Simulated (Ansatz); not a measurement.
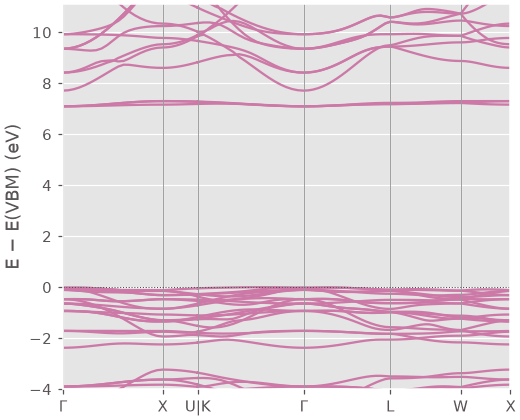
Band structure from the program Ansatz at the LDA level (PAW)

Question: Read off the gap and where the band edges lie.

Answer: About 7.1 eV (7.10 eV by a search for the band edges); maximum on the K–Γ line, 63 % of the way from K, minimum at Γ.

The material is Cs₂NaScF₆ in space group Fm-3m (No. 225; Cs on 8c, Na on 4b, Sc on 4a, F on 24e).

The first step of the workflow began from a Materials Project structure, measured or hypothetical; the Crystallography Open Database copy checked does not list it. Whether it is the stable phase at ambient conditions was not checked. The cell was relaxed with LDA under the symmetry of its start; phonons on a q-mesh show no instability. No spin polarisation was allowed. Spin–orbit coupling is left out wherever it is not named.

Potentials: the later of the program's two PAW sets.
